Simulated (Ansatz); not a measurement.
System (SMILES): Br (HBr).
Atoms: Br1, H2. Bonds: Br1-H2.

Basis-set convergence of the highest harmonic wavenumber at MP2 with Ansatz (an electronic-structure program). Each level at its own minimum, finite differences of forces, unscaled; the reference is a large set that could be run, not a limit. Cartesian d functions, on some or all atoms, in 3-21G, 6-31G; all else is spherical. Cores are frozen (with 3d on Ga to Br). No added dispersion term, no relativity. Reference: the value in def2-QZVPPD, 2722 cm⁻¹, itself unsure by roughly 5 cm⁻¹ (its mean distance from pcseg-3, def2-QZVPP, cc-pVQZ). Deviations are taken from unrounded values. Cost is core time over that of aug-pcseg-1, rough, on shared machines of one kind; a dash marks a row that isn't timed (too short, read off another run, short of memory, by another algorithm or on other hardware).

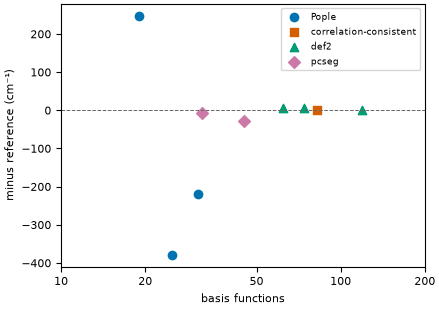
Figure. Deviation from the reference against the number of basis functions, by family of sets.

| basis | functions | highest harmonic wavenumber (cm⁻¹) | minus reference (cm⁻¹) | cost |
|---|---|---|---|---|
| STO-3G | 19 | 2970 | 248 | - |
| 3-21G | 25 | 2343 | -379 | - |
| 6-31G | 31 | 2503 | -219 | 0.7× |
| pcseg-1 | 32 | 2716 | -6 | - |
| aug-pcseg-1 | 45 | 2693 | -28 | 1× |
| def2-TZVPP | 62 | 2727 | 5 | 1× |
| def2-TZVPPD | 74 | 2728 | 6 | 2× |
| aug-cc-pVTZ | 82 | 2721 | 0 | 2× |
| def2-QZVPP | 119 | 2723 | 1 | 7× |
